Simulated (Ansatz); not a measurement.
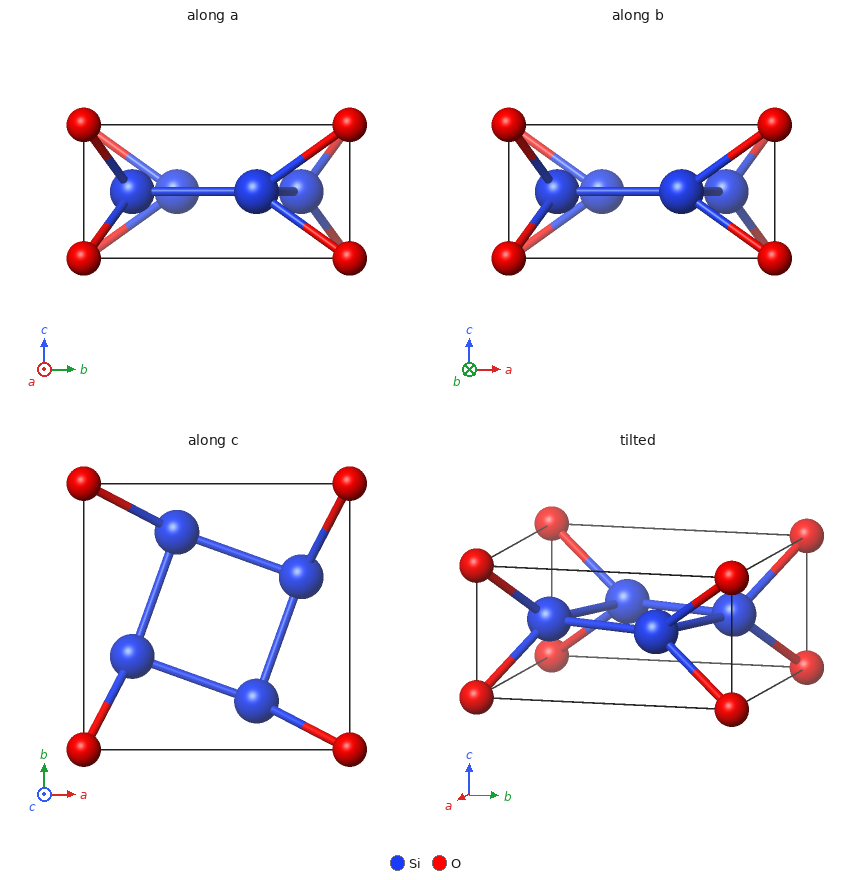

Ball-and-stick model, viewed along the a axis, along the b axis, along the c axis and slightly off an axis. The lines enclose the conventional unit cell; boundary atoms appear with their images.

Lattice parameters: a = 5.1307 Å, b = 5.1307 Å, c = 2.5766 Å, α = 90.000°, β = 90.000°, γ = 90.000°.

Record the structure as a CIF with its space group and independent sites, with free fractional coordinates to two decimals.

```cif
data_structure
_symmetry_space_group_name_H-M 'P 4/m'
_symmetry_Int_Tables_number 83
_cell_length_a 5.1307
_cell_length_b 5.1307
_cell_length_c 2.5766
_cell_angle_alpha 90.000
_cell_angle_beta 90.000
_cell_angle_gamma 90.000
_cell_volume 67.83
loop_
_atom_site_label
_atom_site_type_symbol
_atom_site_symmetry_multiplicity
_atom_site_Wyckoff_symbol
_atom_site_fract_x
_atom_site_fract_y
_atom_site_fract_z
_atom_site_occupancy
Si1 Si 4 k 0.18 0.35 0.50 1
O1 O 1 a 0.00 0.00 0.00 1
```

Origin of the cell: a random cell made by a generator, so it need not be a real form of the compound. Earlier steps of the study, as a rule a relaxation of our own, may have changed the cell and positions, so they can lie some per cent off the listed ones. It went into a calculation with Ansatz.
